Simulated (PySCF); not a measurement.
# Excited-state calculation of C6H10OSi

- system: C6H10OSi
- method: TDDFT B97-2/STO-3G, vertical, gas phase, core orbitals frozen in the response (PySCF 2.14.0)

The geometry comes from this level: GFN2-xTB. It belongs to a series of runs on one base structure; here: B97-2/STO-3G; 6 states; conv 1e-11.

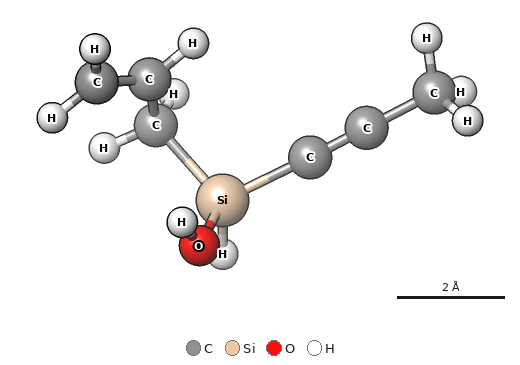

Fig. 1: The structure as given in the input (ball-and-stick view, seen at a tilt). Bond lengths as drawn: C–C 1.21 to 1.49 Å, C–H 1.08 to 1.09 Å, C–Si 1.85 to 1.92 Å, H–O 0.95 Å, H–Si 1.46 Å and O–Si 1.63 Å.

Results in brief

| quantity | value |
| --- | --- |
| outcome | converged |
| total energy | −592.070475 hartree |
| HOMO | −4.29 eV |
| LUMO | 3.42 eV |
| dipole moment | 0.90 D |
| mean polarisability | 48.02 a.u. |
| lowest singlet excitation | 6.94 eV |
| hardware | 1 CPU thread, shared host |
| wall time | 12 s |
| peak memory | 0.48 GiB |

Settings chosen away from the usual ones: B97-2/STO-3G; 6 states; conv 1e-11.

The input
```
{"job": {"kind": "uv", "xc": "B97-2", "basis": "STO-3G", "nstates": 6, "ntriplets": 5, "tda": false, "scf": {"conv": 1e-11}}, "charge": 0, "multiplicity": 1}
C     -2.975469     0.683565     0.040072
C     -1.820556     0.417623    -0.547145
C     -1.314439    -0.948041    -0.838114
Si    -0.002596    -1.458471     0.467006
O     -0.623268    -1.348232     1.968439
C      1.442077    -0.329561     0.218662
C      2.371538     0.411148     0.018823
C      3.488880     1.297872    -0.215852
H     -3.291066     1.690056     0.257707
H     -3.665540    -0.100394     0.309852
H     -1.147361     1.225381    -0.806475
H     -2.137170    -1.663127    -0.823649
H     -0.865874    -0.973534    -1.830019
H      0.373868    -2.863890     0.379695
H     -1.173375    -0.611264     2.221364
H      3.990035     1.525728     0.724576
H      4.201019     0.823829    -0.891014
H      3.140537     2.227626    -0.665582
```

The first line tells a small driver script what to run in PySCF; the rest is the geometry in Å.

Command:
```bash
OMP_NUM_THREADS=1 python <driver script> task.json out
```

The program's output
```
final grid: 144104 points
cycle   1  E = -591.9437111150  dE =  9.615e-01  |g| = 5.911e-01  |ddm| = 5.449e+00
cycle   2  E = -591.8844933642  dE =  5.922e-02  |g| = 7.783e-01  |ddm| = 1.906e+00
cycle   3  E = -592.0593602436  dE = -1.749e-01  |g| = 1.990e-01  |ddm| = 1.164e+00
cycle   4  E = -592.0685971873  dE = -9.237e-03  |g| = 8.160e-02  |ddm| = 2.698e-01
cycle   5  E = -592.0703940177  dE = -1.797e-03  |g| = 1.579e-02  |ddm| = 1.063e-01
cycle   6  E = -592.0704626408  dE = -6.862e-05  |g| = 6.210e-03  |ddm| = 2.676e-02
cycle   7  E = -592.0704740418  dE = -1.140e-05  |g| = 1.657e-03  |ddm| = 9.307e-03
cycle   8  E = -592.0704748976  dE = -8.558e-07  |g| = 2.644e-04  |ddm| = 2.339e-03
cycle   9  E = -592.0704749205  dE = -2.293e-08  |g| = 3.976e-05  |ddm| = 4.197e-04
cycle  10  E = -592.0704749211  dE = -5.591e-10  |g| = 6.277e-06  |ddm| = 6.891e-05
cycle  11  E = -592.0704749211  dE = -1.546e-11  |g| = 1.294e-06  |ddm| = 1.261e-05
cycle  12  E = -592.0704749211  dE = -9.095e-13  |g| = 3.406e-07  |ddm| = 2.532e-06
converged SCF energy = -592.0704749211

Static polarisability (au): isotropic 48.023, principal 29.598 44.169 70.302

Singlet excitations
state   eV       nm        f      main configurations
  1   6.9385    178.7   0.03957   H->L 0.94
  2   7.5588    164.0   0.09594   H-1->L 0.84, H-4->L 0.09
  3   7.6775    161.5   0.00084   H-2->L 0.57, H-2->L+1 0.20
  4   8.0270    154.5   0.00491   H->L+1 0.92
  5   8.0517    154.0   0.00380   H-1->L+1 0.26, H-2->L 0.25, H-1->L+2 0.14
  6   8.1629    151.9   0.00285   H-3->L 0.53, H-2->L+2 0.16, H-4->L 0.12

Triplet excitations (Tamm-Dancoff, eV): 5.0936 6.2196 6.8539 7.0263 7.0503
```

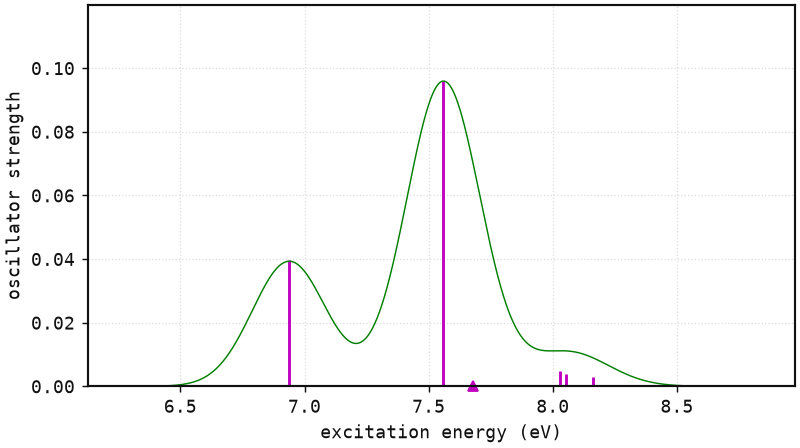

Fig. 2: Computed excitations as sticks (degenerate states added up, dark ones marked on the axis), with a Gaussian envelope of 0.35 eV full width at half maximum, scaled to the tallest. Of the 6 states the lowest lies at 6.94 eV (f = 0.040); the strongest line is at 7.56 eV, or 164 nm (f = 0.096).

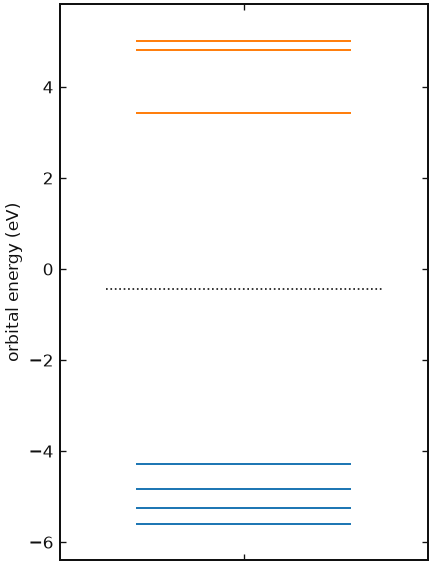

Fig. 3: Orbital energies near the frontier; the dotted line parts filled from empty levels, and levels within 0.02 eV of each other stand side by side. Highest filled −4.29 eV, lowest empty 3.42 eV, 7.71 eV apart.
